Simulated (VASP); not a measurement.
Band structure of Al2BaGe2 (space group I4/mmm). These are PBEsol GGA, VASP's PBE PAW potentials (set 64) (plane waves; VASP) values and carry that method's errors.

Unless said otherwise, spin-orbit coupling is left out, though it shifts the bands of the heavy elements here.

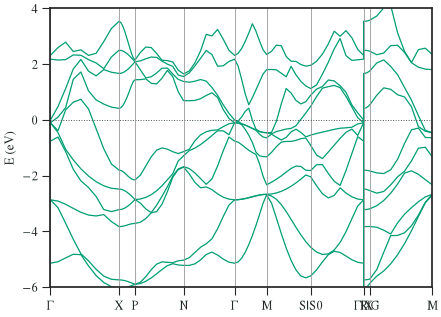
Bands along high-symmetry lines, zero at the valence-band maximum or, without a gap, the Fermi level

Q: Read the plot: is there a gap, and where are the band edges?

A: It has no gap at this level: it comes out as a metal or semimetal. (Edges off the drawn lines would not show.)

The structure comes from a computed database's Al2BaGe2 entry (I4/mmm); how it stands against other phases isn't given here. It was relaxed first.
